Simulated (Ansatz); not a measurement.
MoS2 (2H-MoS2 type, space group P6_3/mmc)

```yaml
crystal:
  lattice:
    - [3.14944, 0.00000, 0.00000]
    - [-1.57472, 2.72750, 0.00000]
    - [0.00000, 0.00000, 12.09152]
  atoms:
    - { symbol: Mo, position: [0.33333, 0.66667, 0.25000] }
    - { symbol: Mo, position: [0.66667, 0.33333, 0.75000] }
    - { symbol: S, position: [0.33333, 0.66667, 0.62050] }
    - { symbol: S, position: [0.66667, 0.33333, 0.12050] }
    - { symbol: S, position: [0.66667, 0.33333, 0.37950] }
    - { symbol: S, position: [0.33333, 0.66667, 0.87950] }
```

Scan: atom 6 (S, nearest neighbour Mo at 2.400 Å; its periodic images, 3.1 Å or more away, move with it) is displaced along Cartesian [111], direction (0.577, 0.577, 0.577) in Cartesian axes, by s. The other atoms stay.

Method: PBE-D3(BJ) (plane waves to 420 eV, PAW, scalar-relativistic; Ansatz, a program for electronic structure). k mesh 10×10×3 (Γ-centred), Fermi-Dirac smearing 0.05 eV. E stands for the smeared free energy. Left out: 2 of 11 points, with atoms too close for the PAW data. MoS2 is run without spin polarisation. MoS2 was relaxed with its symmetry unable to fall. The PAW data are Ansatz's earlier set. The zero of ΔE is the undisplaced structure.

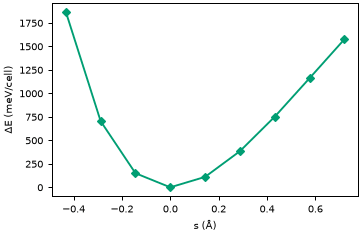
*ΔE (meV/cell) against s (Å); markers are the computed points, lines only join them.*

Task: Is the energy the same for displacements of ±0.432 Å, and if not, which side lies higher?

Result: Not even: the negative side lies higher at ±0.432 Å.

Task: What is the energy change at s = 0.720 Å?

Result: About 1600 meV/cell.

(For displaced atoms, the force is minus the slope of the energy, and its curvature is a force constant, which sets phonon frequencies.)
